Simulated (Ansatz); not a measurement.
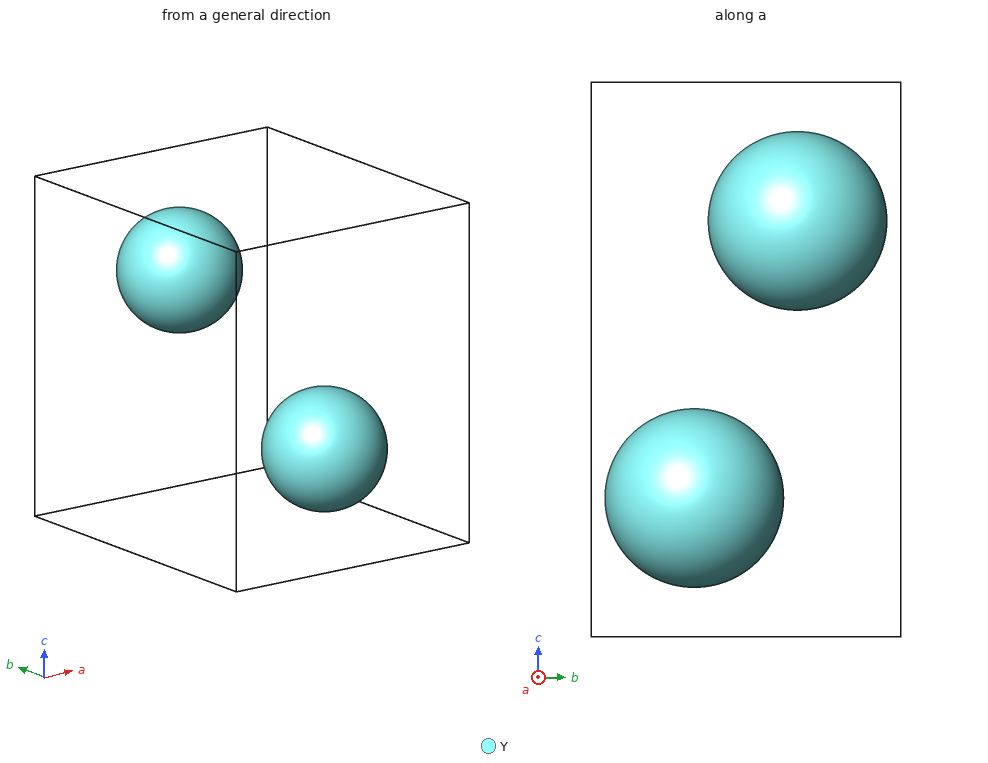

Spheres-only representation of a periodic structure, projected from a general direction and along the a axis. The frame is the conventional unit cell; atoms at its boundary are shown with their periodic copies.

Question: How many atoms does the box hold, once sharing is allowed for?

Answer: 2 (yttrium), counting shared atoms by their share.

Question: State the lattice type.

Answer: Primitive hexagonal.

Question: What space-group symmetry does the structure have?

Answer: P6_3/mmc (No. 194), with Y on 2d.

Question: What is the name of this structure type?

Answer: Hexagonal close-packed (Mg type).

Starting structure: the standard structure of this element. It was relaxed at fixed volume with Ansatz, DFT PBE, spin-orbit coupling, plane waves, PAW.
